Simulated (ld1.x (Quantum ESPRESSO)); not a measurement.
## Run report: Bi, pseudopotential generation (part 2 of 2)

The same run, continued: bismuth (Bi, Z = 83), core [Xe] 4f14 5d10, reference valence 6s2 6p3, valence charge 5. Method: TM potential, PBEsol, scalar-relativistic, made with ld1.x (Quantum ESPRESSO) 7.5.

Output of the test run (extracts), continued:
```
     ---------------------- Testing the pseudopotential ----------------------

     Bi
     scalar relativistic calculation

     atomic number is 83.00   valence charge is  5.00
     dft =PBESOL   lsd =0 sic =0 latt =0  beta=0.20 tr2=1.0E-14
     mesh =1283 r(mesh) = 100.09897 xmin = -7.00 dx = 0.01250

     n l     nl             e AE (Ry)        e PS (Ry)    De AE-PS (Ry)
     1 0     6S   1( 2.00)       -0.91871       -0.91797       -0.00074
     2 1     6P   1( 3.30)       -0.20324       -0.20290       -0.00033

     eps = 3.7E-12  iter =201

     Etot =  -43050.223120 Ry,  -21525.111560 Ha, -585728.124650 eV
     Etotps =   -10.913287 Ry,      -5.456643 Ha,    -148.482831 eV
     dEtot_ae =      -0.080878 Ry
     dEtot_ps =      -0.080871 Ry,   Delta E=      -0.000007 Ry

     Ekin =       3.393246 Ry,       1.696623 Ha,      46.167467 eV
     Encl =     -18.425749 Ry,      -9.212874 Ha,    -250.695083 eV
     Ehrt =       9.162446 Ry,       4.581223 Ha,     124.661431 eV
     Ecxc =      -2.524102 Ry,      -1.262051 Ha,     -34.342161 eV
     Epseu=      -2.519128 Ry,      -1.259564 Ha,     -34.274486 eV

     ---------------------- End of pseudopotential test ----------------------

     ---------------------- Testing the pseudopotential ----------------------

     Bi
     scalar relativistic calculation

     atomic number is 83.00   valence charge is  5.00
     dft =PBESOL   lsd =0 sic =0 latt =0  beta=0.20 tr2=1.0E-14
     mesh =1283 r(mesh) = 100.09897 xmin = -7.00 dx = 0.01250

     n l     nl             e AE (Ry)        e PS (Ry)    De AE-PS (Ry)
     1 0     6S   1( 1.00)       -3.74638       -3.72237       -0.02400  !
     2 1     6P   1( 0.00)       -2.74699       -2.74699        0.00000

     eps = 2.5E-11  iter =201

     Etot =  -43043.374908 Ry,  -21521.687454 Ha, -585634.949970 eV
     Etotps =    -4.059397 Ry,      -2.029698 Ha,     -55.230908 eV
     dEtot_ae =       6.767334 Ry
     dEtot_ps =       6.773019 Ry,   Delta E=      -0.005684 Ry

     Ekin =       0.900084 Ry,       0.450042 Ha,      12.246272 eV
     Encl =      -4.296242 Ry,      -2.148121 Ha,     -58.453347 eV
     Ehrt =       0.454627 Ry,       0.227314 Ha,       6.185521 eV
     Ecxc =      -0.412518 Ry,      -0.206259 Ha,      -5.612593 eV
     Epseu=      -0.705349 Ry,      -0.352674 Ha,      -9.596761 eV

     ---------------------- End of pseudopotential test ----------------------
```

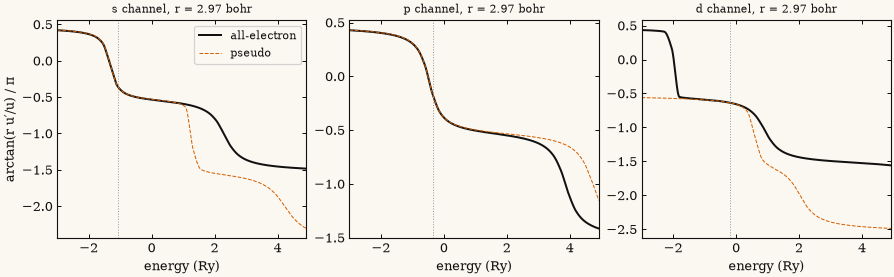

*Unwrapped phase arctan(r u′/u) in units of π against energy, all-electron (solid) and pseudo (dashed); the pseudo phase is matched to the all-electron one at the reference energy. Here u = r R(r). A near-vertical step is a level narrower than the spacing of the points behind the curves. The dotted line marks the reference energy of the channel.*

- Range over which the phases agree within 0.05 rad: s: up to about 1.0 Ry; p: up to about 2.1 Ry; d: between about -1.7 and 0.2 Ry.
- Ghost states: Going away from the reference energies, the phases part by more than π/2 in: s at about 1.3 Ry (above its reference energy, pseudo phase lower); p at about 4.1 Ry (above its reference energy, pseudo phase higher); d at about 2.0 Ry (above its reference energy, pseudo phase lower); d at about -2.0 Ry (below its reference energy, pseudo phase lower, at the 5d core level, which only the all-electron atom has). Such a step is either a state that only one of the two atoms has or an ordinary level shifted in energy. The separate test gives: ghost states below the valence levels: s at -441.1 eV, p at -110.7 eV. The bound ghosts lie below the range of the plot.
- First channel to depart above its reference energy: the d channel: its phase error passes 0.05 rad 0.4 Ry above its reference energy, against 2.0 Ry for s.

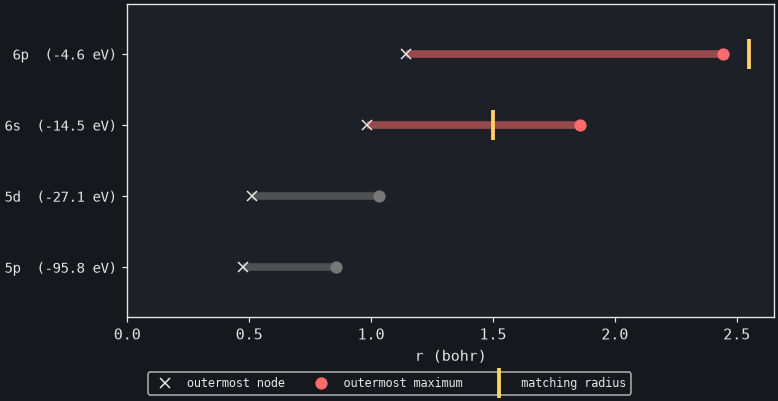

*Outer shells of the all-electron reference atom: each bar runs from the outermost node (or the nucleus) to the outermost maximum of u(r); the tick is the radius chosen for the pseudo-wave. Shells without a tick have no pseudo-wave of their own. Levels, nodes and maxima are from ld1.x, scalar-relativistic.*

- Radii against the shells: 6s: 1.50 bohr, between node and maximum; 6p: 2.55 bohr, outside the maximum.

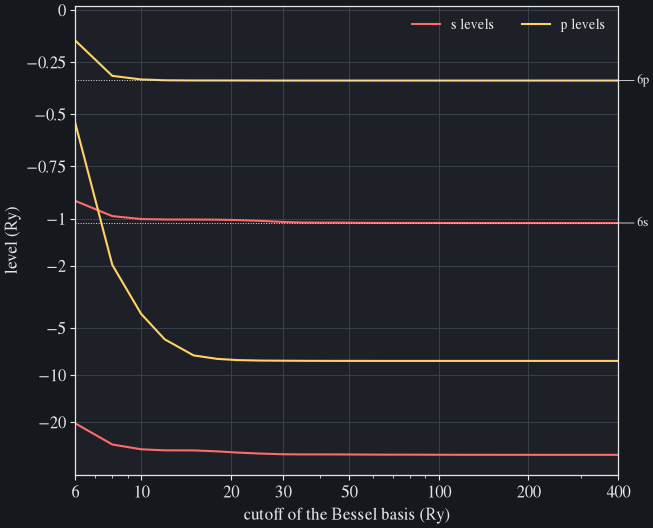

*The pseudo-atom Hamiltonian at the reference potential is diagonalised in spherical Bessel functions (20 bohr box) up to the cutoff. Curves: the lowest levels of each channel that holds a bound state. Dotted lines: the all-electron valence levels.*

- Ghost states: below the valence levels: s at -441.1 eV, p at -110.7 eV. A ghost is a state of the pseudo-atom that lies below a valence level of its channel, or is bound in a channel without one, and matches no all-electron valence level; bound levels above the valence ones can be real empty states. In Ry: s -32.42, p -8.14.
- All-electron valence levels: 6s: -1.07 Ry; 6p: -0.34 Ry.
- Onset of the ghost: the lowest s curve lies clearly below the lowest valence level of its channel already at the lowest cutoff, 6 Ry, and ends at -32.42 Ry.

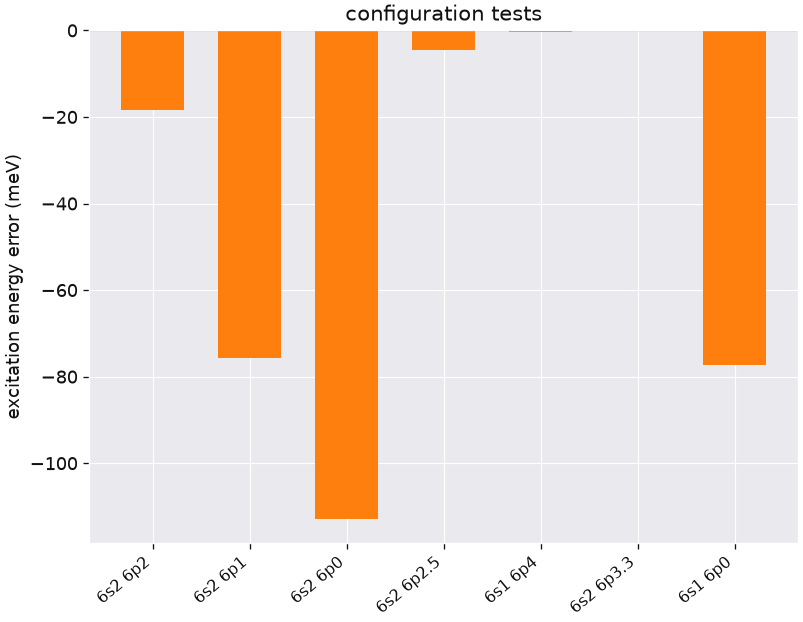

*Errors, all-electron minus pseudo, of the energies of valence configurations relative to the unpolarised reference 6s2 6p3.*

- Worst configuration: 6s2 6p0 (charge +3): the error is -113 meV on an all-electron energy of +46.60 eV relative to the reference, or 0.24 %.
- Errors in meV: 6s2 6p2: -18; 6s2 6p1: -76; 6s2 6p0: -113; 6s2 6p2.5: -4.5; 6s1 6p4: -0.5; 6s2 6p3.3: -0.1; 6s1 6p0: -77. The potential isn't sound: its ghost test gives ghost states below the valence levels: s at -441.1 eV, p at -110.7 eV.

Input:
```
 &input
   title='Bi', zed=83., rel=1, dft='PBESOL', iswitch=3,
   config='[Xe] 4f14 5d10 6s2 6p3 6d-2',
   nld=3, rlderiv=2.95, eminld=-3.0, emaxld=5.0, deld=0.02
 /
 &inputp
   pseudotype=2, tm=.true., lloc=2,
   nlcc=.false.,
   file_pseudopw='Bi.UPF', file_wfcaegen='ae.wfc', file_wfcncgen='nc.wfc', file_beta='beta', file_chi='chi'
 /
3
6S  1  0   2.00   0.00  1.50  1.50  0.0
6P  2  1   3.00   0.00  2.55  2.55  0.0
6D  3  2  -2.00  -0.20  2.70  2.70  0.0
 &test
   configts(1)='6s2 6p3'
 /
```

Input of the test run:
```
 &input
   title='Bi', zed=83., rel=1, dft='PBESOL', iswitch=2,
   config='[Xe] 4f14 5d10 6s2 6p3 6d-2'
 /
 &test
   file_pseudo='Bi.UPF', nconf=8,
   configts(1)='6s2 6p3',
   configts(2)='6s2 6p2',
   configts(3)='6s2 6p1',
   configts(4)='6s2 6p0',
   configts(5)='6s2 6p2.5',
   configts(6)='6s1 6p4',
   configts(7)='6s2 6p3.3',
   configts(8)='6s1 6p0'
 /
```

Run as:
```bash
ld1.x < Bi.in > Bi.out
```

Results in brief:

- outcome: generated, with a ghost state
- cutoffs needed: 55 Ry and 140 Ry (the cutoffs, on a coarse ladder, from which the occupation-weighted sum of valence levels, in a spherical-Bessel basis at the reference potential, stays within 10 and 1 mRy of its value at 400 Ry); ghost states and empty shells don't enter this sum
- ghost test: ghost states below the valence levels: s at -441.1 eV, p at -110.7 eV (spherical-Bessel basis up to 400 Ry, 20 bohr box)
- largest excitation error: -113 meV (all-electron minus pseudo) for 6s2 6p0, out of 7 test configurations
- clearest signs, in the scattering phases, of states that the all-electron atom lacks: s near 1.6 Ry
- range over which the phases arctan(r u′/u) at the test radius agree within 0.05 rad (a looser test near the poles than one of phase shifts): s: up to about 1.0 Ry; p: up to about 2.1 Ry; d: between about -1.7 and 0.2 Ry
- hardware: 1 CPU thread, shared host
- wall time: 4.3 s

Remarks:

The potential has a bound ghost state, so it can't be used as it stands.
